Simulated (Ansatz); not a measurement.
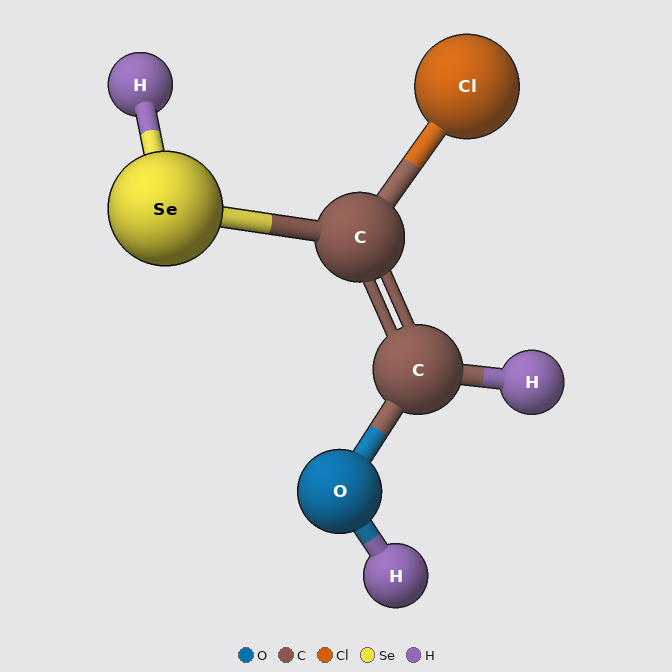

Ball-and-stick drawing of a structure. Multiple sticks mark multiple bonds (one Kekulé form).

The computed structure is the end point of a PBE0-D4/def2-TZVP optimisation.

> Give the formula.

C2H3ClOSe, 8 atoms: 2 carbon, 3 hydrogen, 1 chlorine, 1 oxygen and 1 selenium.

> Give a SMILES string for it.

O/C=C(/Cl)[SeH]

> Describe its rings.

It has no ring.

The parts below concern this one geometry. Atoms keep their numbers from picture to picture.

**Geometry**

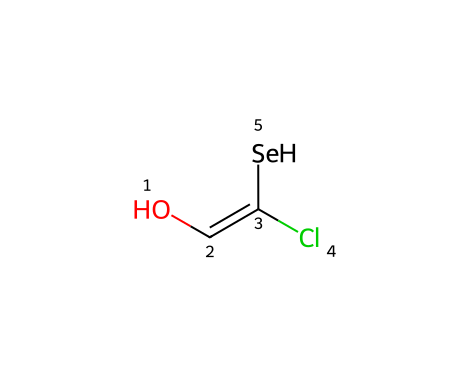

Skeletal drawing with numbered atoms; wedges and dashes mark any stereocentres. The configuration is that of a computed structure (PBE0-D4/def2-TZVP).

> Assign CIP descriptors.

C2=C3: Z.

**Levels of theory compared**

Program: Ansatz 0.2.0.

Compare dipole (D) at these levels: B3LYP-D4/def2-TZVPP; PBE-D4/def2-TZVPP; PBE0-D4/def2-TZVP; r2SCAN-D4/def2-TZVPP; ωB97M-V/def2-TZVPP.

```
               level  dipole (D)
 B3LYP-D4/def2-TZVPP        2.43
   PBE-D4/def2-TZVPP        2.40
   PBE0-D4/def2-TZVP        2.50
r2SCAN-D4/def2-TZVPP        2.47
  ωB97M-V/def2-TZVPP        2.47
```

**Charges**

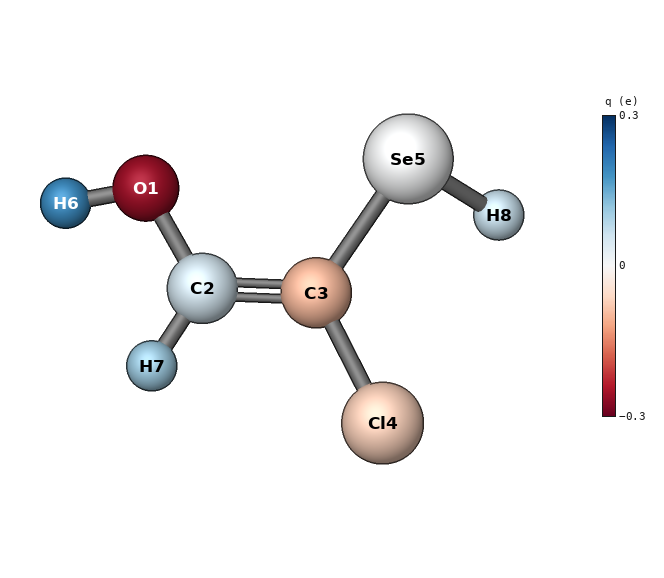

Atoms are coloured by their Mulliken charges. Method: RKS ωB97M-V/def2-TZVPP (Ansatz 0.2.0).

Give the Mulliken charges atom by atom.

```json
{"atom": "O1", "value (e)": "−0.26"}
{"atom": "C2", "value (e)": "0.05"}
{"atom": "C3", "value (e)": "−0.09"}
{"atom": "Cl4", "value (e)": "−0.07"}
{"atom": "Se5", "value (e)": "0.00"}
{"atom": "H6", "value (e)": "0.19"}
{"atom": "H7", "value (e)": "0.11"}
{"atom": "H8", "value (e)": "0.07"}
```

**Vibrations**

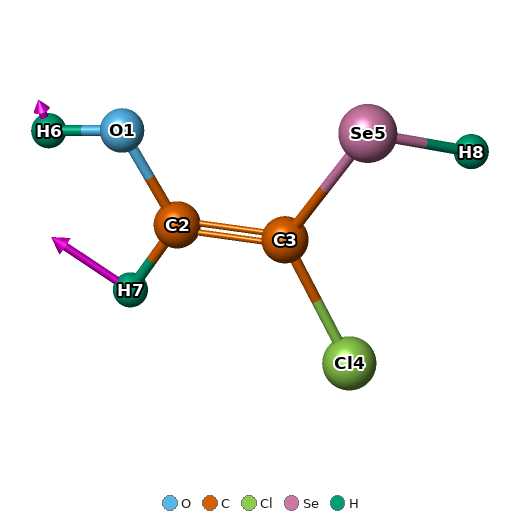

The arrows show one normal mode. Harmonic vibrations computed with RKS PBE0-D4/def2-TZVP (Ansatz 0.2.0) at a stationary point of the same level.

> What kind of motion is it?

Mostly angle bending.

> Estimate its harmonic wavenumber.

1342 cm⁻¹; it is mode 14 of 18 counted from the lowest.

Mulliken values depend strongly on the basis set and can even reverse the polarity of a bond.
